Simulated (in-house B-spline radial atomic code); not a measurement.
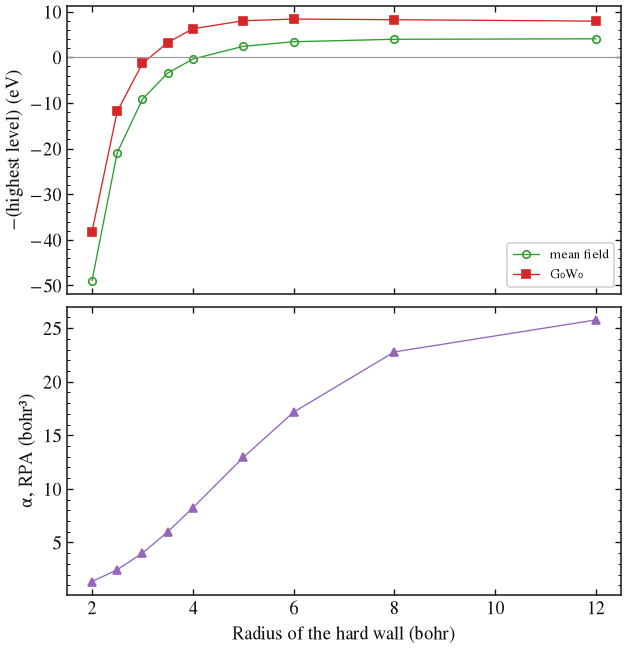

Pd ([Kr] 4d¹⁰) confined in a hard spherical wall, PBE start. All-electron spherical atom, scalar X2C, no spin-orbit coupling, Breit or QED terms; computed with a B-spline radial code.

What does confinement do?

Answer. As the wall closes from 12 to 2 bohr, the mean-field binding energy of 4d goes from 4.05 to −48.94 eV, so the level rises above zero, and the G₀W₀ value from 7.93 (at 12 bohr) to −38.18 eV (at 2 bohr). The RPA-screened polarisability falls from 25.8 to 1.36 bohr³, and the RPA correlation energy goes from −3.62 to −3.58 hartree.
